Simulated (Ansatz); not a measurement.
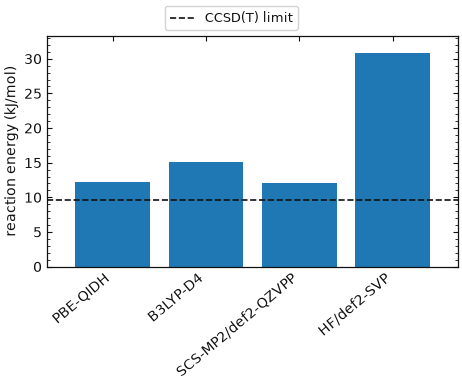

Electronic reaction energy of BHCl₂ (ClBCl) + H₂Se ([SeH2]) → BH₂SeCl (ClB[SeH]) + HCl (Cl) (SMILES in brackets) at several levels (functionals in def2-TZVPP unless a basis is named), isolated molecules at PBE0-D4 triple-zeta geometries, minima by their frequencies, no zero-point or thermal terms, the Ansatz code. The line is frozen-core CCSD(T) at the basis limit (MP2 extrapolated from triple and quadruple zeta, plus CCSD(T) less MP2 in a smaller set). PBE-QIDH holds a correlation term that converges slowly with the basis, so part of the distance to the limit is basis error. No dispersion term is added to PBE-QIDH. The distance of SCS-MP2/def2-QZVPP and HF/def2-SVP to the limit includes basis error.

> Which level comes closest to the line (CCSD(T) limit), and which misses most?

Closest SCS-MP2/def2-QZVPP (12.1 kJ/mol), against 9.6 kJ/mol; farthest HF/def2-SVP (30.8 kJ/mol).

> What range do the values span, the line included?

From 9.6 kJ/mol (CCSD(T) limit) to 30.8 kJ/mol (HF/def2-SVP).

Note: no scalar relativity up to krypton; outer-core shells are correlated without core-valence functions, which makes the correlated values less sure.
